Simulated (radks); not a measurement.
# Taking charge from the 3p level of Cu⁴⁺ in fractions

Aim: follow energy and eigenvalue as charge leaves the 3p level of Cu⁴⁺ bit by bit, and test Janak's theorem, Slater's transition state and the straight-line condition.

Program: radks (a radial shooting solver on a logarithmic mesh, Libxc functionals) version 1. Level of theory: Dirac Kohn-Sham, LDA (Slater exchange, Perdew-Wang correlation), spin-unpolarised, spherical densities, finite nucleus; open shells are shared between the two j in proportion to 2j + 1. These are calculated values, not measurements, unless marked.

### 1 What is computed

```
element            : copper (Z = 29)
charge             : +4
electrons          : 25
configuration      : [Ar] 3d7
nuclear rms radius : 3.8823 fm
```

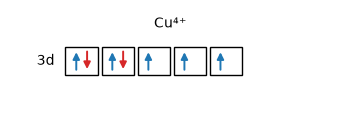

Occupation of the outer shells (arrows by Hund's rule).

In the logs a row gives level, spin channel, occupation and eigenvalue; Etot, Ekin, Encl (electron-nucleus), Eh (Hartree) and Exc are energies, all in hartree; err is the last residual, it the number of iterations.

### 2 Start: [Ar] 3d7

Input:

```text
Z 29
configuration [Ar] 3d7
relativity Dirac
functional lda,pw
spin unpolarised
j_filling average
nucleus finite rms 3.8823 fm
c 137.035999084
```

What it wrote:

```text
1s1/2   1   2.0000        -327.14828058
2s1/2   1   2.0000         -41.61811247
2p1/2   1   2.0000         -36.82770925
2p3/2   1   4.0000         -36.07668816
3s1/2   1   2.0000          -6.73190267
3p1/2   1   2.0000          -5.23125929
3p3/2   1   4.0000          -5.13053115
3d3/2   1   2.8000          -2.62633720
3d5/2   1   4.2000          -2.61305480
Etot -1647.5486425793747
Ekin 1675.6423095662526
Encl -3910.066675522681
Eh 649.64647083042
Exc -62.770747453365985
err 3.622450220132817e-11
it 15
```

Highest occupied level: 3d5/2 at -71.105 eV.

From the orbitals of this run (lengths in bohr):

```
level  occupation  energy (eV)     <r>  outermost maximum (interpolated)  90 % within  nodes
2s1/2           2      -1132.5  0.2354                             0.197        0.365      1
2p1/2           2      -1002.1  0.2044                             0.156        0.335      0
2p3/2           4      -981.70  0.2077                             0.159        0.340      0
3s1/2           2      -183.18  0.7004                             0.610         1.05      2
3p1/2           2      -142.35  0.7203                             0.608         1.11      1
3p3/2           4      -139.61  0.7297                             0.616         1.12      1
3d3/2         2.8      -71.466  0.8025                             0.573         1.34      0
3d5/2         4.2      -71.105  0.8061                             0.575         1.34      0
```

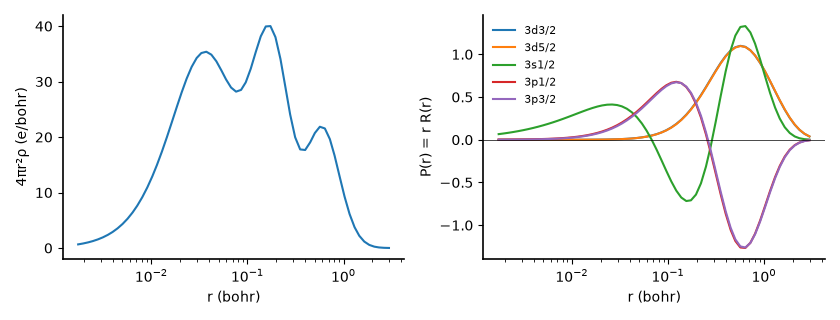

Radial density (left) and radial functions of outer levels (right).

### 3 0.25 electron removed from 3p

Settings, as their differences from step 2:

```diff
@@ -1,3 +1,3 @@
 Z 29
-configuration [Ar] 3d7
+configuration [Ne] 3s2 3p5.75 3d7
 relativity Dirac
```

What it wrote:

```text
1s1/2   1   2.0000        -327.43996422
2s1/2   1   2.0000         -41.88017915
2p1/2   1   2.0000         -37.09369674
2p3/2   1   4.0000         -36.34227993
3s1/2   1   2.0000          -6.96509484
3p1/2   1   1.9167          -5.46248159
3p3/2   1   3.8333          -5.36091981
3d3/2   1   2.8000          -2.84895385
3d5/2   1   4.2000          -2.83536888
Etot -1646.2288654995234
Ekin 1674.3178291787763
Encl -3901.520039201716
Eh 643.4831480793448
Exc -62.50980355592863
err 4.036735385874915e-09
it 14
```

Energy against step 2 (start: [Ar] 3d7): +35.913 eV. 3d5/2 is the highest filled level (-77.154 eV).

### 4 0.5 electron removed from 3p

Settings, as their differences from step 3:

```diff
@@ -1,3 +1,3 @@
 Z 29
-configuration [Ne] 3s2 3p5.75 3d7
+configuration [Ne] 3s2 3p5.5 3d7
 relativity Dirac
```

What it wrote:

```text
1s1/2   1   2.0000        -327.73758178
2s1/2   1   2.0000         -42.14773699
2p1/2   1   2.0000         -37.36525491
2p3/2   1   4.0000         -36.61343391
3s1/2   1   2.0000          -7.20216034
3p1/2   1   1.8333          -5.69760739
3p3/2   1   3.6667          -5.59518760
3d3/2   1   2.8000          -3.07596698
3d5/2   1   4.2000          -3.06208157
Etot -1644.8509318501765
Ekin 1672.9351734270613
Encl -3892.8015986387873
Eh 637.2591725755674
Exc -62.24367921401792
err 2.5958957464704635e-11
it 15
```

Energy against step 2 (start: [Ar] 3d7): +73.408 eV. The top filled level is 3d5/2, -83.323 eV.

### 5 0.75 electron removed from 3p

Settings, as their differences from step 4:

```diff
@@ -1,3 +1,3 @@
 Z 29
-configuration [Ne] 3s2 3p5.5 3d7
+configuration [Ne] 3s2 3p5.25 3d7
 relativity Dirac
```

What it wrote:

```text
1s1/2   1   2.0000        -328.04097560
2s1/2   1   2.0000         -42.42058714
2p1/2   1   2.0000         -37.64219034
2p3/2   1   4.0000         -36.88995611
3s1/2   1   2.0000          -7.44290864
3p1/2   1   1.7500          -5.93645559
3p3/2   1   3.5000          -5.83315482
3d3/2   1   2.8000          -3.30719221
3d5/2   1   4.2000          -3.29300808
Etot -1643.4138928754348
Ekin 1671.493348380015
Encl -3883.9156700060303
Eh 630.9811009960852
Exc -61.972672245504754
err 2.3213585906982666e-11
it 15
```

E − E(step 2, start: [Ar] 3d7) = +112.512 eV. The top filled level is 3d5/2, -89.607 eV.

### 6 1 electron removed from 3p

Settings, as their differences from step 5:

```diff
@@ -1,3 +1,3 @@
 Z 29
-configuration [Ne] 3s2 3p5.25 3d7
+configuration [Ne] 3s2 3p5 3d7
 relativity Dirac
```

What it wrote:

```text
1s1/2   1   2.0000        -328.35000923
2s1/2   1   2.0000         -42.69855570
2p1/2   1   2.0000         -37.92433406
2p3/2   1   4.0000         -37.17167709
3s1/2   1   2.0000          -7.68717362
3p1/2   1   1.6667          -6.17886861
3p3/2   1   3.3333          -6.07466511
3d3/2   1   2.8000          -3.54246760
3d5/2   1   4.2000          -3.52798608
Etot -1641.9168418391143
Ekin 1669.9914063023227
Encl -3874.865977956575
Eh 624.6547810089926
Exc -61.69705119385442
err 2.0808012086992155e-11
it 15
```

E − E(step 2, start: [Ar] 3d7) = +153.249 eV. The top filled level is 3d5/2, -96.001 eV.

### 7 Results

```
removed (e)  E − E(0) (eV)  eigenvalue (eV)  E minus straight line (eV)
          0          0.000          -140.52                       0.000
       0.25         35.913          -146.80                      -2.399
        0.5         73.408          -153.18                      -3.216
       0.75         112.51          -159.67                      -2.425
          1         153.25          -166.25                       0.000
```

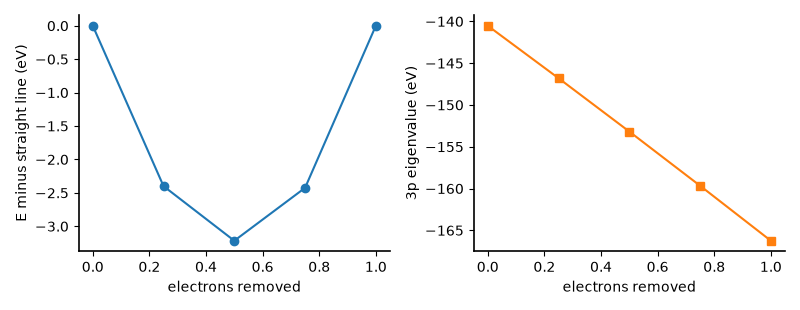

Left: the energy against the straight line between the ends. Right: the eigenvalue of the level emptied.

**Reading.** Removing the whole electron costs 153.25 eV, against 140.52 eV from minus the starting eigenvalue. Slater's transition state, half an electron removed, gives 153.18 eV. The trapezoid integral of minus the eigenvalue gives 153.26 eV over the range, against 153.25 eV from the energies (Janak's theorem). The eigenvalue moves by 25.7 eV per electron. E bends below the straight line by 3.22 eV at 0.5 electron removed.
